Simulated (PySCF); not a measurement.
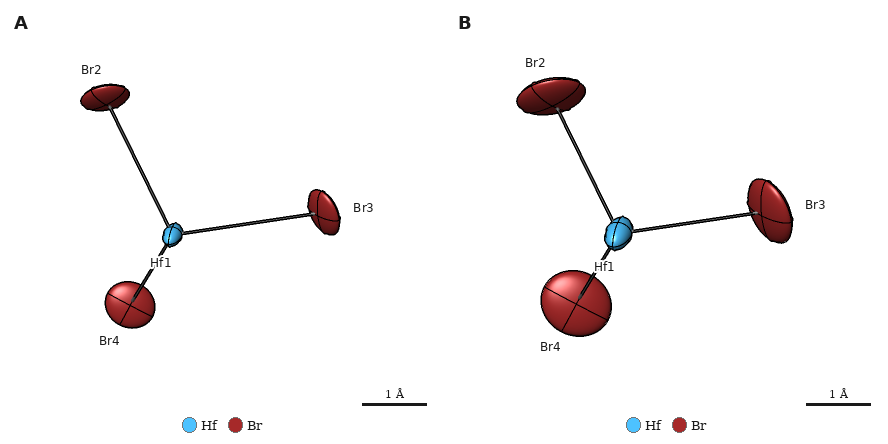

Displacement ellipsoids at the 50 % level, scaled by 3, from the internal vibrations of the free molecule (harmonic, no overall translation or rotation; no half-axis is drawn under 0.075 Å). Charge +1, singlet. Vibrations computed with RKS-based PBE0, Hf def2-SVP with ECP60, Br def2-SVP; scalar-relativistic core potentials; density fitting (PySCF 2.14.0). One panel is for 298 K, the other for 600 K.

> Which panel is for 600 K?

B.

> How much does the mean-square displacement of Br4 grow, and why?

U_eq goes from 0.0047 to 0.0093 Å², a factor of 2.0. Modes below kT (417 cm⁻¹ at 600 K) grow about in proportion to T, and the lowest lies at 69 cm⁻¹; the mean-square amplitude of a mode is its zero-point value times coth(ħω/2kT), which comes close to 1 only above about 3kT.

The search tried a few shapes and spins; others may lie lower.
